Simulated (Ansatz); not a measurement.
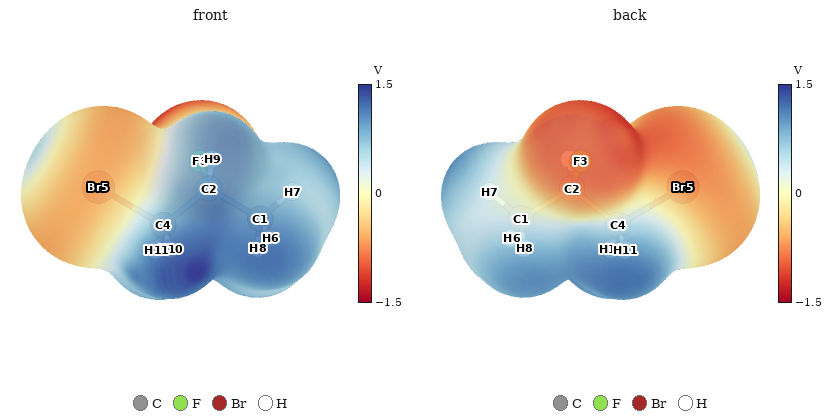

Figure. C3H6BrF (SMILES CC(F)CBr). The molecular electrostatic potential painted on the density surface at 0.002 e/bohr³, seen from the front and from behind; the colour scale runs from red (negative) to blue (positive).

Geometry: PBE0-D4/def2-TZVP.

The calculation used RKS PBE0-D4/def2-TZVPP in Ansatz 0.2.0.

```
atom    x (Å)    y (Å)    z (Å)
   C  -0.8081  -0.4351   0.9863
   C   0.2339   0.4151   0.2980
   F   1.4313   0.2884   0.9826
   C   0.4397  -0.0137  -1.1316
  Br   1.6486   1.1603  -2.0892
   H  -1.7855  -0.2997   0.5189
   H  -0.8848  -0.1454   2.0351
   H  -0.5383  -1.4924   0.9375
   H  -0.0425   1.4739   0.3347
   H  -0.5025   0.0033  -1.6763
   H   0.8737  -1.0115  -1.1756
```

Describe the electrostatic potential map.

The most negative region (about −1.2 V) lies over F3, the most positive (about +1.5 V) over H10. Br5 shows a σ-hole: about +0.5 V at the tip opposite its bond, against about −0.6 V on its flanks.
